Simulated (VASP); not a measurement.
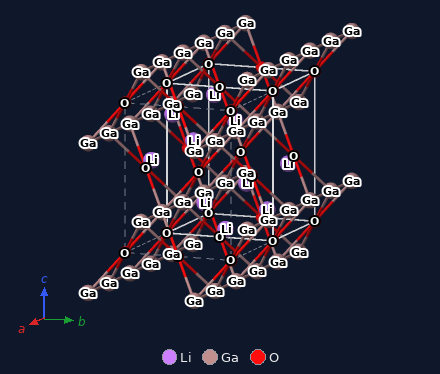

The compound is LiGaO (space group Imma, No. 74), taken as a model structure set up as the input of an electronic-structure calculation (not necessarily at equilibrium).

Bonds are taken as Ga–Ga below 2.7 Å and Ga–O below 2.7 Å; Li is left out of the net, as the electropositive filling of the structure. Simplification: prune 0- and 1-connected atoms, fold 2-connected ones into links.

Q: What kind of net remains, and which atoms are its nodes?

A: A binodal (4,6)-connected, three-periodic net: O is a 4-connected node; Ga is a 6-connected node, in the ratio 1:1.

Q: Is the net interpenetrated?

A: It is a single net, without interpenetration.

Q: Give the first ten terms of the coordination sequence (nodes one, two, three … edges away).

A: O: 4, 14, 30, 66, 90, 152, 178, 274, 294, 432; Ga: 6, 14, 38, 60, 104, 138, 202, 248, 332, 390.

Q: How many nodes does the smallest cycle have?

A: Three.

The simplified net, drawn on the atoms' positions. Nodes are coloured by element. Edges to nodes outside the piece are drawn as stubs.

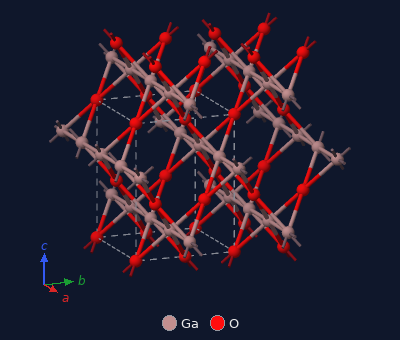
